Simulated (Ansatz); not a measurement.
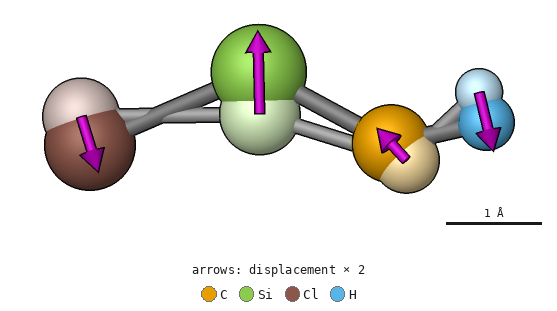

A relaxation of CHClSi. The starting structure is drawn faded, the final one solid; purple arrows show the displacements, 2 times their true length. The two geometries are superimposed by the best rigid fit.

A ball-and-stick model, seen at a tilt.

These are results of RKS PBE0-D4/def2-TZVP (Ansatz 0.2.0), not measurements. Set-up: force threshold 0.005 eV/Å; at most 200 steps.

Atoms of which element are displaced furthest, and by how much?

Silicon: up to 0.45 Å, against 0.33 Å for hydrogen.

What happened in the run?

After 7 geometry steps the energy has fallen by 36.3 kJ/mol. The largest force component goes from 2.6 to 0.0018 eV/Å. The atom that moves furthest after the best rigid fit is the Si atom (0.45 Å). By element the largest moves are Si 0.45 Å, H 0.33 Å, Cl 0.31 Å, C 0.24 Å. Among the contacts that change: C–Si 1.695 → 1.652 Å, Cl–Si 1.984 → 2.026 Å. Among the angles between lasting bonds that change: C–Si–Cl 162.9° → 130.6°, Si–C–H 122.1° → 140.9°. Cost: 11 s on 2 threads of Arm Neoverse V2, on a shared host.
